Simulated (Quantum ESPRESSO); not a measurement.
# How cutoff, mesh and threshold together moves the magnetism of MnF2, part 2 of 2

Two starts of MnF2 are run at each rung of cutoff, mesh and threshold together.

Quantum ESPRESSO 7.5; PBE; plane waves with GBRV 1.5 PBE potentials, no spin-orbit coupling (settings of the first rung).

So far, absolute magnetization (μB): 10.0 in steps 2, 4 and 6.

## 7. Rung 3, start antiferro +-

File pw.in:

```
&CONTROL
  calculation = 'scf'
  prefix = 'pwscf'
  outdir = './tmp'
  pseudo_dir = './pseudo'
  disk_io = 'nowf'
/
&SYSTEM
  ibrav = 0
  celldm(1) = 8
  nat = 6
  ntyp = 3
  ecutwfc = 40
  ecutrho = 280
  nbnd = 39
  occupations = 'smearing'
  smearing = 'fd'
  degauss = 0.00367493
  nspin = 2
  starting_magnetization(1) = 0.3
  starting_magnetization(2) = -0.3
  starting_magnetization(3) = 0
/
&ELECTRONS
  conv_thr = 1.2d-08
  electron_maxstep = 150
  mixing_beta = 0.3
/
ATOMIC_SPECIES
Mn1    54.9380 mn_pbe_v1.5.uspp.F.UPF
Mn2    54.9380 mn_pbe_v1.5.uspp.F.UPF
F      18.9984 f_pbe_v1.4.uspp.F.UPF
CELL_PARAMETERS alat
   1.1512683982751    0.0000000000000    0.0000000000000
   0.0000000000000    1.1512683982751    0.0000000000000
   0.0000000000000    0.0000000000000    0.7820395350998
ATOMIC_POSITIONS crystal
Mn1     0.0000000000    0.0000000000    0.0000000000
Mn2     0.5000000000    0.5000000000    0.5000000000
F       0.3053000000    0.3053000000    0.0000000000
F       0.1947000000    0.8053000000    0.5000000000
F       0.6947000000    0.6947000000    0.0000000000
F       0.8053000000    0.1947000000    0.5000000000
K_POINTS automatic
6 6 6 0 0 0
```

Command:

```console
OMP_NUM_THREADS=1 mpirun -n 2 pw.x -nk 2 -in pw.in > pw.out
```

The program printed:

```text
     [... lines left out ...]
Program PWSCF v.7.5 starts
     [... lines left out ...]
     number of atoms/cell      =            6
     [... lines left out ...]
     number of electrons       =        58.00
     number of Kohn-Sham states=           39
     kinetic-energy cutoff     =      40.0000  Ry
     charge density cutoff     =     280.0000  Ry
     scf convergence threshold =      1.2E-08
     [... lines left out ...]
      8 Sym. Ops., with inversion, found
     [... lines left out ...]
     number of k points=    52  Fermi-Dirac smearing, width (Ry)=  0.0037
     [... lines left out ...]
     iteration # 11     ecut=    40.00 Ry     beta= 0.30
     [... lines left out ...]
     Magnetic moment per site  (integrated on atomic sphere of radius R)
     atom   1 (R=0.205)  charge= 12.3562  magn=  4.1533
     atom   2 (R=0.205)  charge= 12.3562  magn= -4.1533
     atom   3 (R=0.205)  charge=  6.7077  magn= -0.0313
     atom   4 (R=0.205)  charge=  6.7077  magn=  0.0313
     atom   5 (R=0.205)  charge=  6.7077  magn= -0.0313
     atom   6 (R=0.205)  charge=  6.7077  magn=  0.0313
     [... lines left out ...]
     the Fermi energy is     7.9343 ev
!    total energy              =    -617.29609710 Ry
     estimated scf accuracy    <          6.3E-10 Ry
     smearing contrib. (-TS)   =      -0.00000000 Ry
     [... lines left out ...]
     total magnetization       =     0.00 Bohr mag/cell
     absolute magnetization    =     9.59 Bohr mag/cell
     convergence has been achieved in  11 iterations
```

Wall time 47 s (2 MPI ranks of Intel Xeon 6975P-C (Granite Rapids), shared host); peak memory 0.41 GiB; 92 s of CPU time.

This step gave:

* magnetization: 0 μB
* final state: antiferromagnetic
* largest moment: 4.153 μB

## 8. Rung 4, start ferro ++

File pw.in:

```
&CONTROL
  calculation = 'scf'
  prefix = 'pwscf'
  outdir = './tmp'
  pseudo_dir = './pseudo'
  disk_io = 'nowf'
/
&SYSTEM
  ibrav = 0
  celldm(1) = 8
  nat = 6
  ntyp = 2
  ecutwfc = 52
  ecutrho = 364
  nbnd = 44
  occupations = 'smearing'
  smearing = 'fd'
  degauss = 0.00367493
  nspin = 2
  starting_magnetization(1) = 0.3
  starting_magnetization(2) = 0
/
&ELECTRONS
  conv_thr = 6d-10
  electron_maxstep = 150
  mixing_beta = 0.3
/
ATOMIC_SPECIES
Mn     54.9380 mn_pbe_v1.5.uspp.F.UPF
F      18.9984 f_pbe_v1.4.uspp.F.UPF
CELL_PARAMETERS alat
   1.1512683982751    0.0000000000000    0.0000000000000
   0.0000000000000    1.1512683982751    0.0000000000000
   0.0000000000000    0.0000000000000    0.7820395350998
ATOMIC_POSITIONS crystal
Mn      0.0000000000    0.0000000000    0.0000000000
Mn      0.5000000000    0.5000000000    0.5000000000
F       0.3053000000    0.3053000000    0.0000000000
F       0.1947000000    0.8053000000    0.5000000000
F       0.6947000000    0.6947000000    0.0000000000
F       0.8053000000    0.1947000000    0.5000000000
K_POINTS automatic
8 8 8 0 0 0
```

The program printed:

```text
     [... lines left out ...]
Program PWSCF v.7.5 starts
     [... lines left out ...]
     number of atoms/cell      =            6
     [... lines left out ...]
     number of electrons       =        58.00
     number of Kohn-Sham states=           44
     kinetic-energy cutoff     =      52.0000  Ry
     charge density cutoff     =     364.0000  Ry
     scf convergence threshold =      6.0E-10
     [... lines left out ...]
     16 Sym. Ops., with inversion, found ( 8 have fractional translation)
     [... lines left out ...]
     number of k points=    75  Fermi-Dirac smearing, width (Ry)=  0.0037
     [... lines left out ...]
     iteration # 13     ecut=    52.00 Ry     beta= 0.30
     [... lines left out ...]
     Magnetic moment per site  (integrated on atomic sphere of radius R)
     atom   1 (R=0.205)  charge= 12.3533  magn=  4.1928
     atom   2 (R=0.205)  charge= 12.3533  magn=  4.1928
     atom   3 (R=0.205)  charge=  6.7102  magn=  0.1043
     atom   4 (R=0.205)  charge=  6.7102  magn=  0.1043
     atom   5 (R=0.205)  charge=  6.7102  magn=  0.1043
     atom   6 (R=0.205)  charge=  6.7102  magn=  0.1043
     [... lines left out ...]
     the Fermi energy is     7.9012 ev
!    total energy              =    -617.28921899 Ry
     estimated scf accuracy    <          3.8E-11 Ry
     smearing contrib. (-TS)   =      -0.00000001 Ry
     [... lines left out ...]
     total magnetization       =    10.00 Bohr mag/cell
     absolute magnetization    =    10.00 Bohr mag/cell
     convergence has been achieved in  13 iterations
```

Run time: 2.2 min. Hardware: 2 MPI ranks; peak memory 0.75 GiB.

Read from the output:

```yaml
magnetization: 10 μB
final_state: ferromagnetic
largest_moment: 4.193 μB
```

## 9. Rung 4, start antiferro +-

Changes to pw.in since step 8:

```diff
@@ -11,6 +11,6 @@
   nat = 6
-  ntyp = 2
+  ntyp = 3
   ecutwfc = 52
   ecutrho = 364
-  nbnd = 44
+  nbnd = 39
   occupations = 'smearing'
@@ -20,3 +20,4 @@
   starting_magnetization(1) = 0.3
-  starting_magnetization(2) = 0
+  starting_magnetization(2) = -0.3
+  starting_magnetization(3) = 0
 /
@@ -28,3 +29,4 @@
 ATOMIC_SPECIES
-Mn     54.9380 mn_pbe_v1.5.uspp.F.UPF
+Mn1    54.9380 mn_pbe_v1.5.uspp.F.UPF
+Mn2    54.9380 mn_pbe_v1.5.uspp.F.UPF
 F      18.9984 f_pbe_v1.4.uspp.F.UPF
@@ -35,4 +37,4 @@
 ATOMIC_POSITIONS crystal
-Mn      0.0000000000    0.0000000000    0.0000000000
-Mn      0.5000000000    0.5000000000    0.5000000000
+Mn1     0.0000000000    0.0000000000    0.0000000000
+Mn2     0.5000000000    0.5000000000    0.5000000000
 F       0.3053000000    0.3053000000    0.0000000000
```

The program printed:

```text
     [... lines left out ...]
Program PWSCF v.7.5 starts
     [... lines left out ...]
     number of atoms/cell      =            6
     [... lines left out ...]
     number of electrons       =        58.00
     number of Kohn-Sham states=           39
     kinetic-energy cutoff     =      52.0000  Ry
     charge density cutoff     =     364.0000  Ry
     scf convergence threshold =      6.0E-10
     [... lines left out ...]
      8 Sym. Ops., with inversion, found
     [... lines left out ...]
     number of k points=   105  Fermi-Dirac smearing, width (Ry)=  0.0037
     [... lines left out ...]
     iteration # 11     ecut=    52.00 Ry     beta= 0.30
     [... lines left out ...]
     Magnetic moment per site  (integrated on atomic sphere of radius R)
     atom   1 (R=0.205)  charge= 12.3566  magn=  4.1535
     atom   2 (R=0.205)  charge= 12.3566  magn= -4.1535
     atom   3 (R=0.205)  charge=  6.7077  magn= -0.0313
     atom   4 (R=0.205)  charge=  6.7077  magn=  0.0313
     atom   5 (R=0.205)  charge=  6.7077  magn= -0.0313
     atom   6 (R=0.205)  charge=  6.7077  magn=  0.0313
     [... lines left out ...]
     the Fermi energy is     7.9313 ev
!    total energy              =    -617.29761419 Ry
     estimated scf accuracy    <          5.7E-10 Ry
     smearing contrib. (-TS)   =      -0.00000000 Ry
     [... lines left out ...]
     total magnetization       =    -0.00 Bohr mag/cell
     absolute magnetization    =     9.59 Bohr mag/cell
     convergence has been achieved in  11 iterations
```

Wall time 6.8 min (2 MPI ranks); peak memory 0.84 GiB.

This step gave:

| Item | Value |
| --- | --- |
| magnetization | 0 μB |
| final state | antiferromagnetic |
| largest moment | 4.153 μB |

## 10. The rungs together

Ladder, by row:

| rung | cutoff (eV) | mesh | state from the first start | state from the second start | second less first (meV a seeded atom) | moment, first (μB) | moment, second (μB) | CPU time (s) |
| --- | --- | --- | --- | --- | --- | --- | --- | --- |
| 1 | 299 | 2x2x4 | ferromagnetic | antiferromagnetic | -48.19 | 4.256 | 4.223 | 15.15 |
| 2 | 408 | 4x4x4 | ferromagnetic | antiferromagnetic | -57.63 | 4.198 | 4.159 | 47.84 |
| 3 | 544 | 6x6x6 | ferromagnetic | antiferromagnetic | -57.15 | 4.193 | 4.153 | 176.1 |
| 4 | 707 | 8x8x8 | ferromagnetic | antiferromagnetic | -57.11 | 4.193 | 4.153 | 576.7 |

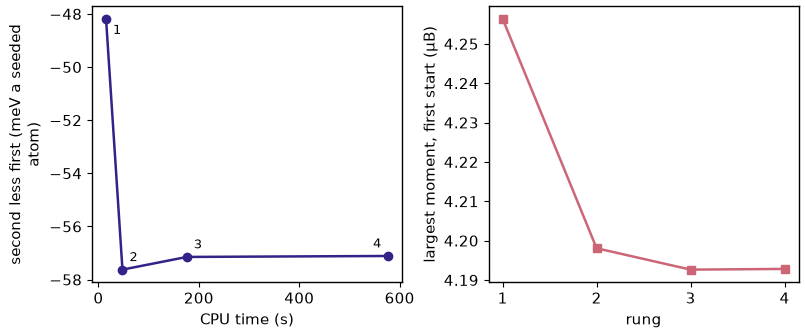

Result against cost, rungs numbered as in the table, and the moment by rung.

## 11. Outcome

```yaml
range_of_the_largest_moment_first_start: 4.19 to 4.26 μB; second start 4.15 to 4.22 μB
range_of_cpu_time: 15 s to 9.6 min
range_of_the_energy_difference: -57.6 to -48.2 meV a seeded atom
first_rung_that_agrees_with_the_last_margins_below: 2
```

From rung 2 on the states are those of the last rung, the moments stay within 0.05 μB of it and the difference within 2.9 meV; rung 2 took 8.3 % of its CPU time. No Hubbard term acts here. In such compounds local and semilocal functionals without one often delocalise the d electrons, and can shrink or lose moments and miss the size, sign and order of the couplings.

[Logs and program files are shortened in this print: banners, set-up blocks, solver, clock and traceback lines can be left out without a mark of their own.]

[Logs are printed without paths, hosts, clocks, repeated set-up lines and the standing remarks that a program may print on its own settings, such as how far it seeks lower states.]

[Hosts, paths, dates, database ids (printed as entryN), source tags and the programs' standing remarks are cut or masked in the printed files.]

[Where a cell is said to come from a database of computed structures, the database is the Materials Project.]
